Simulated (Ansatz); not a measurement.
## Run report: WH6ClOF, geometry relaxation (part 1 of 2)

WH6ClOF, computed with RKS PBE0-D4/def2-SVP (Ansatz 0.2.0).

The input holds or restrains some coordinates. It belongs to a series of runs on one base structure; here: pulled along the bonds that form and break, towards end A. Figures and captions count atoms from 1; the log counts them from 0 in places.

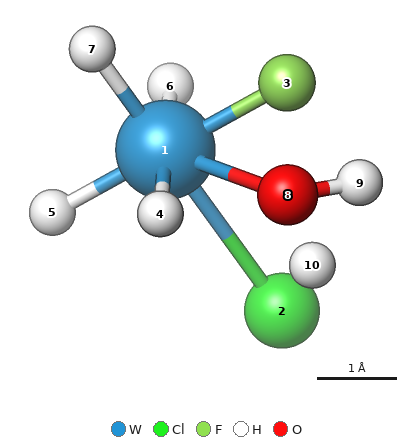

*The structure as given in the input (ball-and-stick view, seen at a tilt; atoms are numbered from 1 in the order of the input). Sticks mark near contacts.*

Bond lengths as drawn: Cl–W 2.74 Å, F–W 1.85 Å, H–O 1.01 Å, H–W 1.72 Å and O–W 2.24 Å.

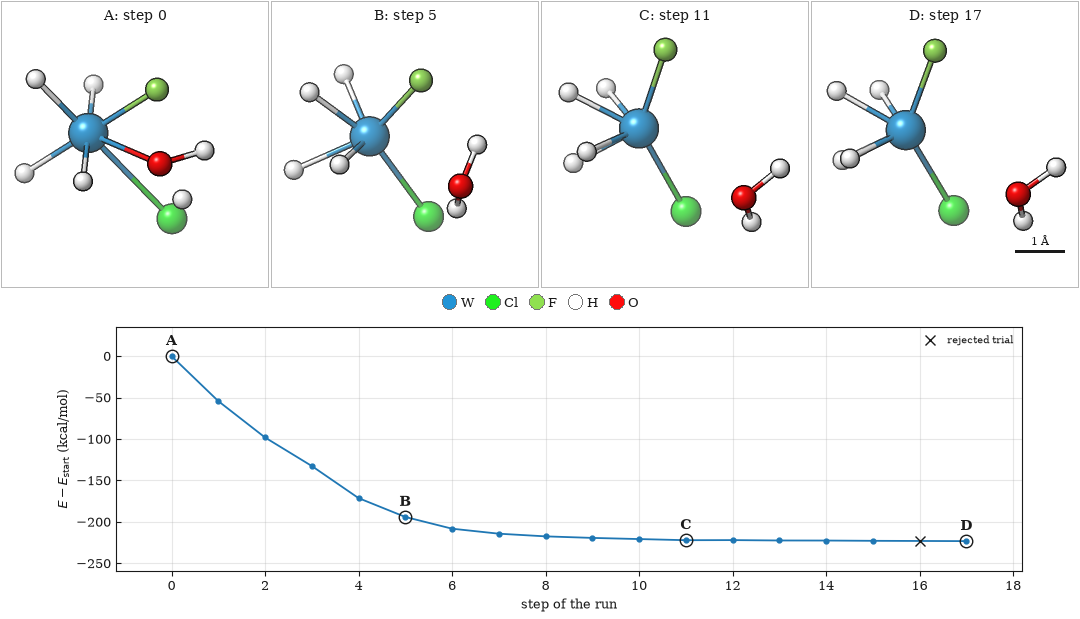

*Frames of the restrained relaxation (ball-and-stick view, seen at a tilt) above the curves, on which the letters mark them (the first geometry is step 0 here and step 1 in the log).*

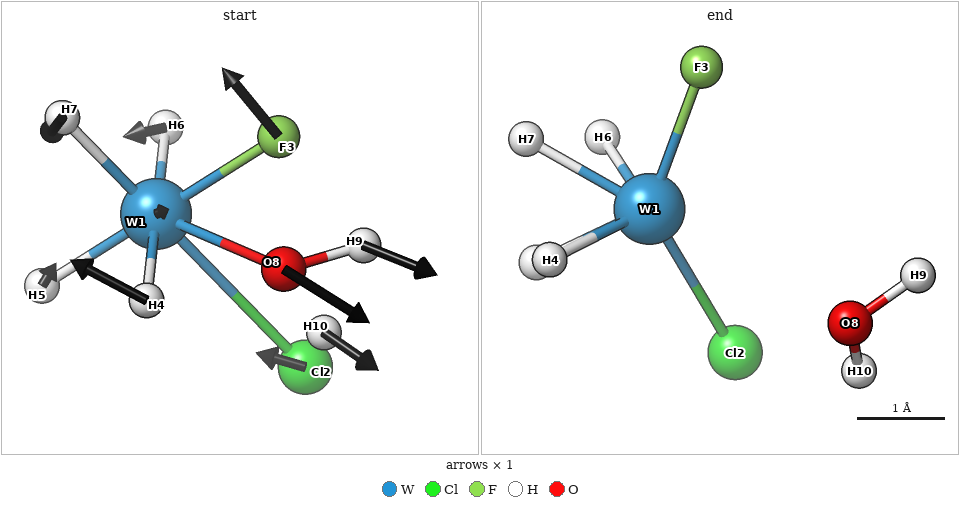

*Before (left) and after (right) the restrained relaxation, at one scale (ball-and-stick view, seen at a tilt). The black arrows give the displacements, at true length.*

The atom that moves furthest after the best rigid fit is O8 (1.19 Å). Largest moves by element: O 1.19 Å, F 1.05 Å, H 1.04 Å, Cl 0.62 Å, W 0.18 Å. Among the contacts that change: W1–O8 2.240 → 3.117 Å, O8–H10 1.369 → 0.985 Å, W1–Cl2 2.740 → 2.366 Å, W1–H6 1.720 → 1.652 Å. New bonds form: O8–H10 (1.37 → 0.99 Å). Bonds break: W1–O8 (2.24 → 3.12 Å). Among the angles that change: H4–W1–H6 180.0° → 116.8°, Cl2–W1–H7 180.0° → 135.7°, Cl2–W1–F3 90.0° → 133.3°. Over 17 geometry steps the energy falls by 223.2 kcal/mol. Largest force component: 11 eV/Å at the start, 1 eV/Å at the end. The line search rejected the trial step at point 16 (counted from 0) and went back. (Atoms are counted from 1 in the order of the input.)

These pictures come from the run below.

**Input file**
```yaml
crystal:
  periodic: [false, false, false]
  atoms:
    - { symbol: W, position_ang: [0.0, 0.0, 0.0] }
    - { symbol: Cl, position_ang: [0.0, 0.0, 2.74] }
    - { symbol: F, position_ang: [1.85, 0.0, 0.0] }
    - { symbol: H, position_ang: [0.0, 1.72, 0.0] }
    - { symbol: H, position_ang: [-1.72, 0.0, 0.0] }
    - { symbol: H, position_ang: [0.0, -1.72, 0.0] }
    - { symbol: H, position_ang: [0.0, 0.0, -1.72] }
    - { symbol: O, position_ang: [1.4721, 1.5335, 0.7063] }
    - { symbol: H, position_ang: [2.2027, 1.0805, 1.2365] }
    - { symbol: H, position_ang: [1.039, 1.0824, 1.9242] }
basis:
  gaussian: { orbitals: def2-SVP }
hamiltonian:
  xc: pbe0
  dispersion: d4
relax:
  f_tol: 0.15
  max_steps: 25
  restrain:
    - { distance: [0, 7], at: 3.14, k: 30.0 }
    - { distance: [9, 1], at: 2.57, k: 30.0 }
    - { distance: [0, 1], at: 2.39, k: 30.0 }
    - { distance: [9, 7], at: 1.01, k: 30.0 }
```

Launched with:
```bash
ansatz run input.yaml --threads 2 --pin off --max-ram 3072MiB --backend cpu --events-out ev --progress --plain --runs-dir out
```

**Log**
```
The last accepted step is kept in [file] (removed where the run ends without a failure and the disk answers)
Engine: ansatz 0.2.0, aarch64-unknown-linux-gnu
Functional definition: PBE0
  parameter a = 0.25
  parameter kappa = 0.804
  parameter beta = 0.06672455060314922
  exchange = (1 - a)*pbe_x(kappa = kappa, mu = beta*pi^2/3) + a*exact_x
  correlation = pbe_c(beta = beta)
1138 factors; integrals over basis functions are off by at most 3.8e-4 eV
mean field evaluation 1: about -19175.3028 eV, gradient 6.4e1 eV
mean field evaluation 2: about -18964.5712 eV, gradient 2.7e2 eV
mean field evaluation 4: about -19183.2959 eV, gradient 1.6e1 eV
mean field evaluation 8: about -19183.8785 eV, gradient 4.4e-1 eV
mean field evaluation 16: about -19183.9555 eV, gradient 7.2e-3 eV
mean field evaluation 32: about -19181.9380 eV, gradient 1.8e1 eV
mean field -19183.95548537 eV, -704.9973607353 hartree, gradient 4.1e-5 eV, S^2 0.000000; 2 other end points of the search recorded, 0 dependent functions left out
the calculation of the forces begins
reference -19183.95553256 eV, -704.9973624694 hartree; 27, 27 occupied and 81, 81 virtual orbitals, 1138 factors
relax step   1: F+E_penalty+E_count = -19184.15300178 eV  Δ(F+E_penalty+E_count) = +0.000e0 eV  max|allowed force component| = 1.114e1 eV/Å  E_restraint = 27.07206812 eV  max|allowed force component, restraints' pulls added| = 2.725e1 eV/Å  Δτ_max = 0.0000 Å  (64 SCF iters, accepted)
  distance W 0 - O 7 = 2.2400 Å
  distance H 9 - Cl 1 = 1.7078 Å
  distance W 0 - Cl 1 = 2.7400 Å
  distance H 9 - O 7 = 1.3691 Å
these checks for a lower state are left out or cut short: starts, cluster_reference, orbital_swaps, neighbouring_geometries, increment
1138 factors; integrals over basis functions are off by at most 5.2e-4 eV
mean field -19186.31402138 eV, -705.0840353350 hartree, gradient 2.5e-5 eV, S^2 0.000000; 0 other end points of the search recorded, 0 dependent functions left out
[... from here on the field's lines of each further geometry are left out, up to the last ...]
relax step   2: F+E_penalty+E_count = -19186.50729370 eV  Δ(F+E_penalty+E_count) = -2.354e0 eV  max|allowed force component| = 7.239e0 eV/Å  E_restraint = 13.27907132 eV  max|allowed force component, restraints' pulls added| = 1.780e1 eV/Å  Δτ_max = 0.1949 Å  (52 SCF iters, accepted)
relax step   3: F+E_penalty+E_count = -19188.41055189 eV  Δ(F+E_penalty+E_count) = -1.903e0 eV  max|allowed force component| = 5.072e0 eV/Å  E_restraint = 4.09634801 eV  max|allowed force component, restraints' pulls added| = 8.477e0 eV/Å  Δτ_max = 0.1947 Å  (46 SCF iters, accepted)
relax step   4: F+E_penalty+E_count = -19189.90271393 eV  Δ(F+E_penalty+E_count) = -1.492e0 eV  max|allowed force component| = 4.072e0 eV/Å  E_restraint = 0.80150382 eV  max|allowed force component, restraints' pulls added| = 5.461e0 eV/Å  Δτ_max = 0.1962 Å  (47 SCF iters, accepted)
relax step   5: F+E_penalty+E_count = -19191.58203463 eV  Δ(F+E_penalty+E_count) = -1.679e0 eV  max|allowed force component| = 3.030e0 eV/Å  E_restraint = 0.09085709 eV  max|allowed force component, restraints' pulls added| = 2.307e0 eV/Å  Δτ_max = 0.1950 Å  (44 SCF iters, accepted)
relax step   6: F+E_penalty+E_count = -19192.56777578 eV  Δ(F+E_penalty+E_count) = -9.857e-1 eV  max|allowed force component| = 2.731e0 eV/Å  E_restraint = 0.03594544 eV  max|allowed force component, restraints' pulls added| = 1.837e0 eV/Å  Δτ_max = 0.1949 Å  (41 SCF iters, accepted)
relax step   7: F+E_penalty+E_count = -19193.18165291 eV  Δ(F+E_penalty+E_count) = -6.139e-1 eV  max|allowed force component| = 1.996e0 eV/Å  E_restraint = 0.01723776 eV  max|allowed force component, restraints' pulls added| = 1.497e0 eV/Å  Δτ_max = 0.1948 Å  (39 SCF iters, accepted)
relax step   8: F+E_penalty+E_count = -19193.44314163 eV  Δ(F+E_penalty+E_count) = -2.615e-1 eV  max|allowed force component| = 1.460e0 eV/Å  E_restraint = 0.01388918 eV  max|allowed force component, restraints' pulls added| = 1.047e0 eV/Å  Δτ_max = 0.2000 Å  (38 SCF iters, accepted)
relax step   9: F+E_penalty+E_count = -19193.58295733 eV  Δ(F+E_penalty+E_count) = -1.398e-1 eV  max|allowed force component| = 1.389e0 eV/Å  E_restraint = 0.01677417 eV  max|allowed force component, restraints' pulls added| = 9.621e-1 eV/Å  Δτ_max = 0.2000 Å  (34 SCF iters, accepted)
relax step  10: F+E_penalty+E_count = -19193.66370546 eV  Δ(F+E_penalty+E_count) = -8.075e-2 eV  max|allowed force component| = 1.208e0 eV/Å  E_restraint = 0.02248566 eV  max|allowed force component, restraints' pulls added| = 6.642e-1 eV/Å  Δτ_max = 0.1998 Å  (40 SCF iters, accepted)
relax step  11: F+E_penalty+E_count = -19193.72400071 eV  Δ(F+E_penalty+E_count) = -6.030e-2 eV  max|allowed force component| = 9.371e-1 eV/Å  E_restraint = 0.02520924 eV  max|allowed force component, restraints' pulls added| = 4.111e-1 eV/Å  Δτ_max = 0.1999 Å  (35 SCF iters, accepted)
relax step  12: F+E_penalty+E_count = -19193.78354750 eV  Δ(F+E_penalty+E_count) = -5.955e-2 eV  max|allowed force component| = 8.464e-1 eV/Å  E_restraint = 0.02707064 eV  max|allowed force component, restraints' pulls added| = 5.063e-1 eV/Å  Δτ_max = 0.2000 Å  (40 SCF iters, accepted)
relax step  13: F+E_penalty+E_count = -19193.77859823 eV  Δ(F+E_penalty+E_count) = +4.949e-3 eV  max|allowed force component| = 8.623e-1 eV/Å  E_restraint = 0.02190318 eV  max|allowed force component, restraints' pulls added| = 7.021e-1 eV/Å  Δτ_max = 0.1959 Å  (40 SCF iters, accepted)
relax step  14: F+E_penalty+E_count = -19193.79824790 eV  Δ(F+E_penalty+E_count) = -1.965e-2 eV  max|allowed force component| = 1.383e0 eV/Å  E_restraint = 0.02569947 eV  max|allowed force component, restraints' pulls added| = 6.308e-1 eV/Å  Δτ_max = 0.1610 Å  (40 SCF iters, accepted)
relax step  15: F+E_penalty+E_count = -19193.80164555 eV  Δ(F+E_penalty+E_count) = -3.398e-3 eV  max|allowed force component| = 1.000e0 eV/Å  E_restraint = 0.02554360 eV  max|allowed force component, restraints' pulls added| = 2.440e-1 eV/Å  Δτ_max = 0.2000 Å  (35 SCF iters, accepted)
relax step  16: F+E_penalty+E_count = -19193.81587016 eV  Δ(F+E_penalty+E_count) = -1.422e-2 eV  max|allowed force component| = 1.206e0 eV/Å  E_restraint = 0.02534821 eV  max|allowed force component, restraints' pulls added| = 2.220e-1 eV/Å  Δτ_max = 0.1996 Å  (34 SCF iters, accepted)
relax step  17: F+E_penalty+E_count = -19193.80163094 eV  Δ(F+E_penalty+E_count) = +1.424e-2 eV  max|allowed force component| = 1.181e0 eV/Å  E_restraint = 0.02454296 eV  max|allowed force component, restraints' pulls added| = 1.181e0 eV/Å  Δτ_max = 0.1874 Å  (35 SCF iters, rejected (line search))
the calculation of the forces begins
reference -19193.65427952 eV, -705.3537848464 hartree; 27, 27 occupied and 81, 81 virtual orbitals, 1136 factors
relax step  18: F+E_penalty+E_count = -19193.83159923 eV  Δ(F+E_penalty+E_count) = -1.573e-2 eV  max|allowed force component| = 1.031e0 eV/Å  E_restraint = 0.02628957 eV  max|allowed force component, restraints' pulls added| = 5.326e-2 eV/Å  Δτ_max = 0.0937 Å  (34 SCF iters, accepted)
  distance W 0 - O 7 = 3.1169 Å
  distance H 9 - Cl 1 = 2.5721 Å
  distance W 0 - Cl 1 = 2.3656 Å
  distance H 9 - O 7 = 0.9851 Å
1136 factors; integrals over basis functions are off by at most 9.3e-4 eV
mean field -19193.65423306 eV, -705.3537831390 hartree, gradient 2.5e-5 eV, S^2 0.000000; 1 other end points of the search recorded, 0 dependent functions left out
the calculation of the forces begins
reference -19193.65427952 eV, -705.3537848464 hartree; 27, 27 occupied and 81, 81 virtual orbitals, 1136 factors
Total energy: -19193.83164569 eV, -705.3603029327 hartree
Atom 0 at     0.184357    -0.014242     0.050160 Å, force     0.256674     0.472680     1.030953 eV/Å
Atom 1 at    -0.428647    -0.056447     2.334543 Å, force     0.168845    -0.029721    -0.696691 eV/Å
Atom 2 at     1.736756    -0.523257    -0.876515 Å, force    -0.015673     0.009750     0.053262 eV/Å
Atom 3 at    -0.563858     1.203605    -0.826075 Å, force    -0.022556    -0.039946    -0.010769 eV/Å
Atom 4 at    -1.462791    -0.236979    -0.036630 Å, force    -0.014404    -0.018498    -0.006815 eV/Å
Atom 5 at    -0.362329    -1.553878    -0.197642 Å, force    -0.027888     0.011480     0.010231 eV/Å
Atom 6 at    -0.511598    -0.486511    -1.367756 Å, force     0.004507     0.021068    -0.027409 eV/Å
Atom 7 at     1.964850     2.004616     1.621569 Å, force    -0.795282    -0.694572     0.274274 eV/Å
Atom 8 at     2.847390     1.649363     1.784096 Å, force    -0.013308     0.006481    -0.010947 eV/Å
Atom 9 at     1.439670     1.710129     2.401250 Å, force     0.459085     0.261278    -0.616088 eV/Å
Dipole moment:     0.433671     0.148335     0.377781 e Å
```

**Trajectory as extended XYZ (Å, eV, eV/Å), 18 frames, from step=1 to step=18**
```
10
Properties=species:S:1:pos:R:3:forces:R:3 step=1 energy=-19184.15300
W     0.0000    0.0000    0.0000    4.5978   1.1379   3.4942
Cl    0.0000    0.0000    2.7400    0.5423   0.5277  -1.5318
F     1.8500    0.0000    0.0000    3.6290 -11.1421  -5.8701
H     0.0000    1.7200    0.0000   -2.5831   1.4080  -2.0196
H    -1.7200    0.0000    0.0000   -0.4666  -0.0703   0.0016
H     0.0000   -1.7200    0.0000   -1.6092  -1.0911  -0.8962
H     0.0000    0.0000   -1.7200   -0.2423   0.1313   0.4072
O     1.4721    1.5335    0.7063   -2.4873   7.4720   9.1531
H     2.2027    1.0805    1.2365   -0.2127   0.7039  -1.8312
H     1.0390    1.0824    1.9242   -1.1680   0.9227  -0.9072
10
Properties=species:S:1:pos:R:3:forces:R:3 step=2 energy=-19186.50729
W    -0.0453   -0.0875    0.0516    5.3272   2.6257   5.9257
Cl   -0.0849   -0.0888    2.7185   -0.0271   0.0634  -1.8955
F     1.8570   -0.0618   -0.0344    0.4037  -5.1763  -3.1035
H    -0.0192    1.7268   -0.0156   -1.3020   0.1596  -2.5644
H    -1.7275   -0.0016    0.0006   -1.0038   0.1754  -0.3919
H    -0.0156   -1.7361   -0.0082   -1.1011  -1.9070  -2.1919
H    -0.0029    0.0007   -1.7126   -0.4418  -0.1004   1.0377
O     1.5394    1.6724    0.8252   -2.4558   1.3256   7.2391
H     2.2181    1.0804    1.2324    1.1920   0.3996  -1.9534
H     1.1247    1.1919    1.8295   -0.5913   2.4345  -2.1019
```
